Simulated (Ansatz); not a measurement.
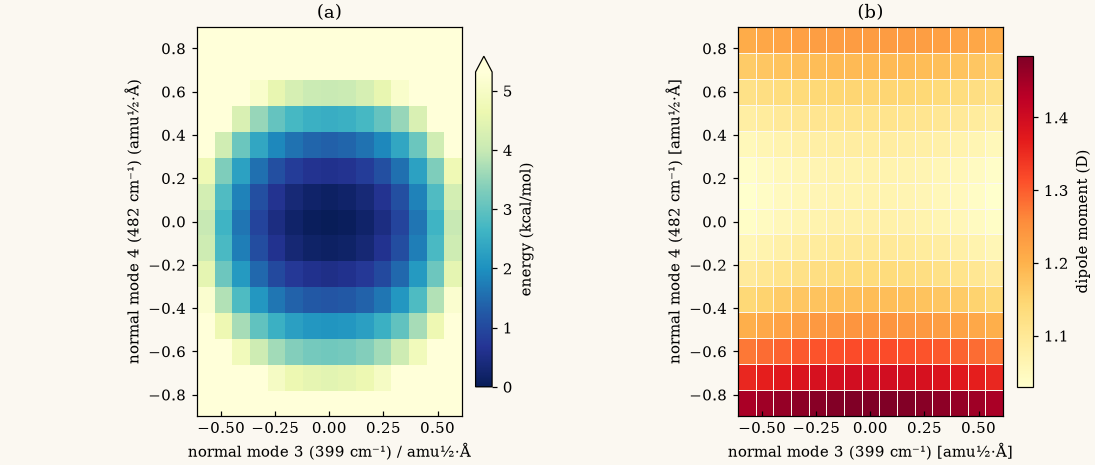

H2S2Si, SMILES S[Si]S. Coordinates scanned: (1) normal mode 3 (399 cm⁻¹); (2) normal mode 4 (482 cm⁻¹). Nothing is relaxed (straight displacements along the two mass-weighted modes). The scan uses a 15 × 15 grid; 120 points were computed and 105 follow by symmetry. Energies: kcal/mol, counted from the lowest grid point. Method: RKS PBE0-D4/def2-TZVP (Ansatz 0.2.0).

Panel (a) is the energy and panel (b) the computed dipole moment on the same grid.

In the figure: one coloured cell a grid point, one colour for all values above the top of the scale.

### How does the dipole moment vary over the map, and what is it at the lowest grid point?

Leaving out the highest fifth of the energies, it runs from 1.03 D at normal mode 3 (399 cm⁻¹) = −0.571 amu½·Å, normal mode 4 (482 cm⁻¹) = 0.12 amu½·Å to 1.48 D at normal mode 3 (399 cm⁻¹) = 0.000 amu½·Å, normal mode 4 (482 cm⁻¹) = −0.84 amu½·Å. At the lowest grid point, normal mode 3 (399 cm⁻¹) = 0.000 amu½·Å, normal mode 4 (482 cm⁻¹) = 0.00 amu½·Å, it is 1.08 D.
